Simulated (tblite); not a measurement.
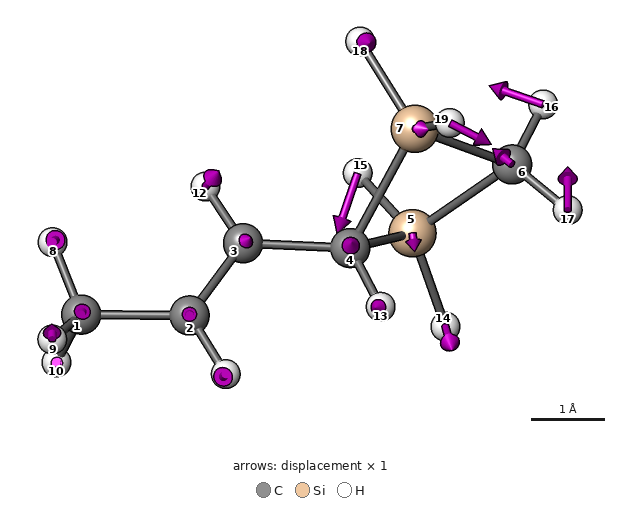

This is a relaxation of C5H12Si2 (charge +1, multiplicity 2). The starting structure is drawn; purple arrows show the displacements, at their true length. The two geometries are superimposed by the best rigid fit.

A ball-and-stick model, seen from a free direction.

Theory: GFN2-xTB geometry optimisation, gas phase (tblite). 

### Which element moves most?

Hydrogen: up to 0.91 Å, against 0.44 Å for carbon.

### Describe the change and its energy.

The atom that moves furthest after the best rigid fit is an H atom (0.91 Å). By element the largest moves are H 0.91 Å, C 0.44 Å, Si 0.31 Å. Among the contacts that change: C–Si 1.932 → 2.161 Å, C–C 1.490 → 1.418 Å, C–C 1.435 → 1.365 Å, C–C 1.506 → 1.467 Å. Bond angles that change, for instance: Si–C–Si 85.4° → 96.8°, C–Si–H 112.9° → 102.6°, C–Si–H 113.2° → 121.3°. Groups turn about C–C by about 25°, C–C by about 20°. Over 134 geometry steps the energy falls by 0.719 eV.
